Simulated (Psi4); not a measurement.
# AlNH3O (SMILES [NH2][Al][OH]): UB3LYP/6-31G(d) (Cartesian functions)

What is the vertical ionisation energy of AlNH3O at UB3LYP/6-31G* (Cartesian functions)? 

Program for the calculation: Psi4 1.11.

2 further runs of the same task are left out: 2 set aside as unsound or not needed.

## Step 1: The molecule

The species is AlNH3O (6 atoms), meant as a doublet with charge 0. As SMILES, `[NH2][Al][OH]`. The coordinates come from a PBE0-D4/def2-TZVP relaxation. This is one conformer, not always the lowest.

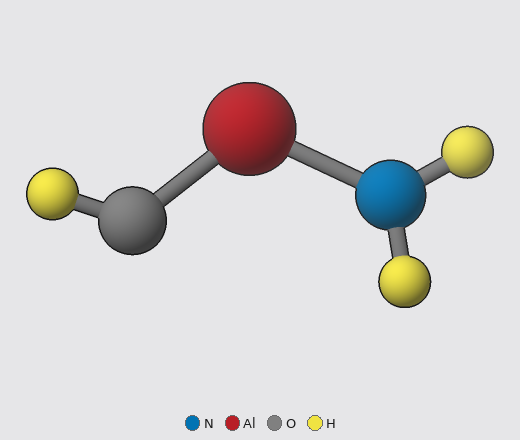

The structure, seen from a chosen angle (nitrogen blue, aluminium red, oxygen grey, hydrogen yellow).

## Step 2: A single-point energy at UB3LYP/6-31G(d) (Cartesian functions)

Contents of alh3no.inp:

```
memory 1600 mb

molecule {
  0 2
  N
  Al 1 r2
  O 2 r3 1 a3
  H 1 r4 2 a4 3 d4
  H 1 r5 4 a5 2 d5
  H 3 r6 2 a6 1 d6

  r2 = 1.769025
  r3 = 1.705439
  a3 = 116.07671
  r4 = 1.008658
  a4 = 124.12916
  d4 = -0.00199
  r5 = 1.006125
  a5 = 110.91983
  d5 = 179.99754
  r6 = 0.95553
  a6 = 122.80363
  d6 = -179.99891
  units angstrom
  symmetry c1
}

set basis 6-31G*
set reference uks
set puream false
set e_convergence 1e-09
set d_convergence 1e-08
set scf_type pk
set dft_radial_points 99
set dft_spherical_points 590
set maxiter 200

e, wfn = energy("b3lyp", return_wfn=True)
oeprop(wfn, "QUADRUPOLE", "LOWDIN_CHARGES", "MULLIKEN_CHARGES", title="B3LYP")
```

Command:

```console
$ psi4 -n 1 alh3no.inp alh3no.out
```

alh3no.out:

```text
[...]
  Running in c1 symmetry.
[...]
  Nuclear repulsion =   93.731226671658803
[...]
  Multiplicity = 2
[...]
  Nalpha       = 16
  Nbeta        = 15
[...]
    Number of basis functions: 55
[...]
   @UKS iter   1:  -373.73968463775230   -1.74352e-01   2.01092e-02 DIIS/ADIIS
[...]
   @UKS iter  13:  -374.24729933391308   -1.53477e-12   4.99953e-09 DIIS
[...]
   @S^2 Observed:                7.515406817E-01
[...]
    Orbital Energies [Eh]
    ---------------------
    Alpha Occupied:
       1A    -56.035245     2A    -19.125786     3A    -14.299380
       4A     -4.124788     5A     -2.679169     6A     -2.678602
       7A     -2.674401     8A     -0.963592     9A     -0.818036
      10A     -0.494098    11A     -0.469570    12A     -0.404925
      13A     -0.341318    14A     -0.309564    15A     -0.245896
      16A     -0.192915
    Alpha Virtual:
      17A     -0.002128    18A      0.029504    19A      0.048020
      20A      0.120829    21A      0.157468    22A      0.170972
      23A      0.174312    24A      0.196240    25A      0.309562
[...]
  @UKS Final Energy:  -374.24729933391308
   => Energetics <=
    Nuclear Repulsion Energy =             93.7312266716588027
    One-Electron Energy =                -704.0715781414767207
    Two-Electron Energy =                 264.6457072890169684
    DFT Exchange-Correlation Energy =     -28.5526551531120987
    Empirical Dispersion Energy =           0.0000000000000000
    VV10 Nonlocal Energy =                  0.0000000000000000
    Total Energy =                       -374.2472993339130767
[...]
 Multipole Moments:
 ------------------------------------------------------------------------------------
     Multipole            Electronic (a.u.)      Nuclear  (a.u.)        Total (a.u.)
 ------------------------------------------------------------------------------------
 L = 1.  Multiply by 2.5417464519 to convert [e a0] to [Debye]
 Dipole X            :         -0.0000078            0.0000230            0.0000152
 Dipole Y            :          1.0346851           -0.7350636            0.2996214
 Dipole Z            :          2.3335797           -2.2901287            0.0434510
 Magnitude           :                                                    0.3027557
 L = 2.  Multiply by 1.3450342976 to convert [e a0^2] to [Debye ang]
 Quadrupole XX       :        -18.7478986            0.0000000          -18.7478986
 Quadrupole XY       :         -0.0000570            0.0000779            0.0000209
[...]
  Mulliken Charges: (a.u.)
   Center  Symbol    Alpha    Beta     Spin     Total
       1     N     3.95367  3.92551  0.02816 -0.87917
       2    AL     6.65893  5.77552  0.88341  0.56555
       3     O     4.41041  4.33369  0.07672 -0.74410
       4     H     0.34655  0.32890  0.01765  0.32456
       5     H     0.33848  0.33905 -0.00057  0.32247
       6     H     0.29196  0.29734 -0.00538  0.41070
   Total alpha = 16.00000, Total beta = 15.00000, Total charge = -0.00000
  Lowdin Charges: (a.u.)
   Center  Symbol    Alpha    Beta     Spin     Total
[...]
```

It took 15 s on 1 thread of AMD EPYC 7R43 (Zen 3), shared host; peak memory 0.69 GiB.

## Step 3: The singlet cation, same level

Contents of alh3no.xyz:

```xyz
6
AlH3NO
N     -0.923900     0.240200    -0.760800
Al     0.595200     0.601300     0.070700
O      1.194100    -0.618500     1.101200
H     -1.434300    -0.623600    -0.657200
H     -1.394700     0.861600    -1.396800
H      2.005700    -0.525100     1.596800
```

Contents of job.py:

```python
import psi4

psi4.set_memory('1600 MB')
psi4.set_num_threads(1)
psi4.set_output_file('output.dat', False)

with open('alh3no.xyz') as f:
    atoms = ''.join(f.readlines()[2:])
molecule = psi4.geometry('1 1\n' + atoms + 'symmetry c1')

psi4.set_options({
    'basis': '6-31G*',
    'puream': False,
    'e_convergence': 1e-09,
    'd_convergence': 1e-08,
    'scf_type': 'pk',
    'dft_radial_points': 99,
    'dft_spherical_points': 590,
})

e_tot, wfn = psi4.energy("b3lyp", return_wfn=True)
psi4.oeprop(wfn, "LOWDIN_CHARGES", "QUADRUPOLE", "MAYER_INDICES")
print(f'total energy {e_tot:.8f} hartree = {e_tot * 27.211386:.5f} eV')
```

Command:

```console
$ python job.py
```

output.dat:

```text
[...]
  Running in c1 symmetry.
[...]
  Nuclear repulsion =   93.731213434316217
[...]
  Multiplicity = 1
[...]
  Nalpha       = 15
  Nbeta        = 15
[...]
    Number of basis functions: 55
[...]
   @RKS iter   1:  -373.47306863562380    9.22639e-02   1.92587e-02 DIIS/ADIIS
[...]
   @RKS iter  12:  -373.95880605218997   -6.82121e-13   2.40204e-09 DIIS
[...]
    Orbital Energies [Eh]
    ---------------------
    Doubly Occupied:
       1A    -56.357512     2A    -19.384448     3A    -14.533330
       4A     -4.439998     5A     -2.995090     6A     -2.993749
       7A     -2.988054     8A     -1.207403     9A     -1.038605
      10A     -0.733603    11A     -0.686604    12A     -0.636322
      13A     -0.578184    14A     -0.550310    15A     -0.470138
[...]
  @RKS Final Energy:  -373.95880605218997
   => Energetics <=
    Nuclear Repulsion Energy =             93.7312134343162171
    One-Electron Energy =                -695.9361723632615622
    Two-Electron Energy =                 256.5530164576634320
    DFT Exchange-Correlation Energy =     -28.3068635809080789
    Empirical Dispersion Energy =           0.0000000000000000
    VV10 Nonlocal Energy =                  0.0000000000000000
    Total Energy =                       -373.9588060521899706
[...]
 Multipole Moments:
 ------------------------------------------------------------------------------------
     Multipole            Electronic (a.u.)      Nuclear  (a.u.)        Total (a.u.)
 ------------------------------------------------------------------------------------
 L = 1.  Multiply by 2.5417464519 to convert [e a0] to [Debye]
 Dipole X            :          2.7079358           -1.9880953            0.7198406
 Dipole Y            :          2.6713866           -1.1262401            1.5451465
 Dipole Z            :          0.4362509           -0.7510462           -0.3147953
 Magnitude           :                                                    1.7334198
 L = 2.  Multiply by 1.3450342976 to convert [e a0^2] to [Debye ang]
 Quadrupole XX       :       -104.1641130           95.7860290           -8.3780840
 Quadrupole XY       :         21.4046887          -19.7288578            1.6758310
[...]
```

Standard output:

```text
total energy -373.95880605 hartree = -10175.93742 eV
```

Run time: 9 s. Hardware: 1 thread of AMD EPYC 7R43 (Zen 3), shared host; peak memory 0.68 GiB.

## Step 4: Summary of results

At UB3LYP/6-31G* (Cartesian functions):

```
                                          quantity          value
                      doublet AlNH3O: total energy  -374.24730 Eh
                     doublet AlNH3O: dipole moment         0.77 D
doublet AlNH3O: HOMO energy (highest over α and β)       -5.25 eV
 doublet AlNH3O: LUMO energy (lowest over α and β)       -2.42 eV
                              doublet AlNH3O: ⟨S²⟩          0.752
                      singlet cation: total energy  -373.95881 Eh
                       singlet cation: HOMO energy      -12.79 eV
                       singlet cation: LUMO energy      -10.29 eV
                     singlet cation: HOMO–LUMO gap        2.50 eV
vertical ionisation energy (to the singlet cation)       7.850 eV
```

**Reading.** The vertical ionisation energy comes to 7.85 eV (181 kcal/mol). Only the singlet of the ionised species was computed; a triplet could lie lower. Mulliken charges (doublet AlNH3O) run from -0.88 on N1 to +0.57 on Al2.
